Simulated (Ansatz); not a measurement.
**C₂H₂F (charge −1): density, localisation and related maps**

Input file:

```
crystal:
  periodic: [false, false, false]
  atoms:
    - symbol: C
      position_ang: [-3.067932, -1.062720, 0.261533]
    - symbol: C
      position_ang: [-3.598962, -1.728860, -0.780559]
    - symbol: F
      position_ang: [-3.522306, -0.871041, -1.963566]
    - symbol: H
      position_ang: [-2.656971, -0.048929, 0.194769]
    - symbol: H
      position_ang: [-3.040452, -1.551306, 1.231478]
basis:
  gaussian:
    orbitals: def2-TZVPD
total_charge: -1
hamiltonian:
  xc: pbe0
output: {forces: true, orbitals: {seedname: orbitals}}
```

Launched as:

```sh
ansatz run input.yaml --threads 2 --pin off --max-ram 4350MiB --events-out events.jsonl --progress --plain --runs-dir runs
```

Geometry: B3LYP-D4/def2-TZVPD; the highest occupied orbital lies above zero, a sign that basis and functional describe the outermost electron poorly.

Computed with isolated molecule in a Gaussian basis; Kohn-Sham density functional theory, functional PBE0 in Ansatz.

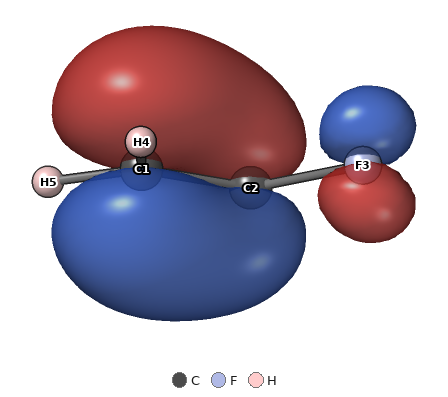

Figure 1. The HOMO−1 at ±0.15 Å⁻³ᐟ² (blue and red are the two phases), seen from one side.

Describe this orbital and give its energy.

Answer. By Hirshfeld shares it lies mainly on C1 (about 50 %), C2 (about 30 %) and F3 (about 10 %); it changes sign across the molecular plane (π type); π-bonding across C1–C2; π-antibonding (a node) across C2–F3. Its energy is −0.97 eV.

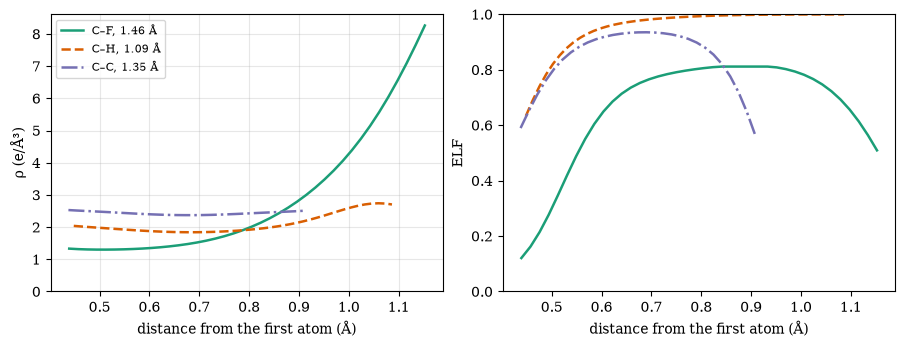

Figure 2. Total electron density and electron localisation function along straight lines between neighbouring atoms. The curves leave out the atomic cores.

What kind of bonding do the profiles show?

Answer. C–F (1.46 Å): ρ is about 1.6 e/Å³ halfway, with its minimum of 1.3 e/Å³ about 0.5 Å from C; the ELF peaks at about 0.80 between the atoms; a polar covalent bond.
C–H (1.09 Å): ρ at the midpoint is about 1.9 e/Å³; the ELF climbs to about 1 towards the hydrogen, as it does in any bond to H; a covalent bond by its length.
C–C (1.35 Å): ρ is about 2.4 e/Å³ halfway; the ELF peaks at about 0.95 between the atoms (localised, covalent bonding).

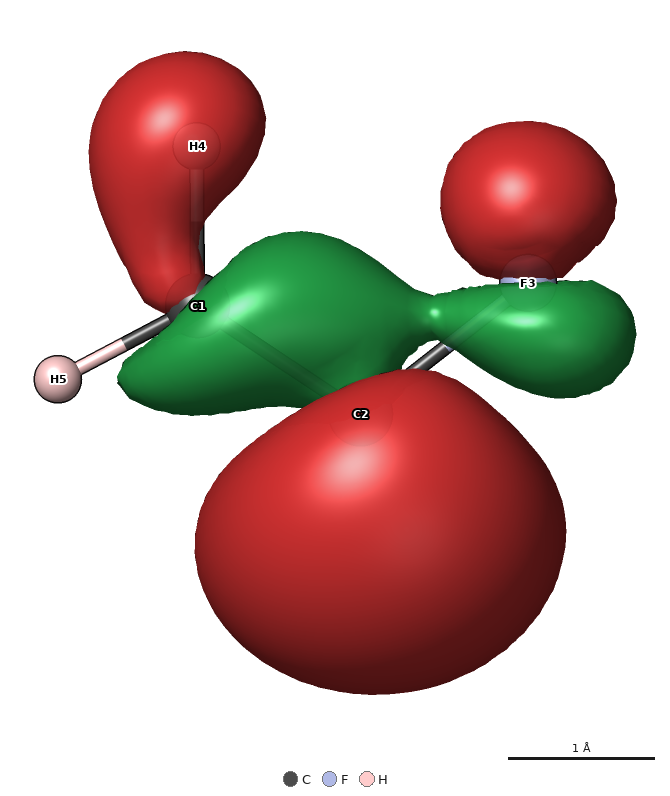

Figure 3. The HOMO at ±0.1 Å⁻³ᐟ² (green and red are the two phases), seen across its widest extent.

Where does this orbital lie, and at what energy?

Answer. By Hirshfeld shares it lies mainly on C2 (about 70 %), F3 (about 15 %) and C1 (about 10 %); it is symmetric in the molecular plane (an in-plane orbital: σ, lone-pair or in-plane π type). Its energy is 0.06 eV.
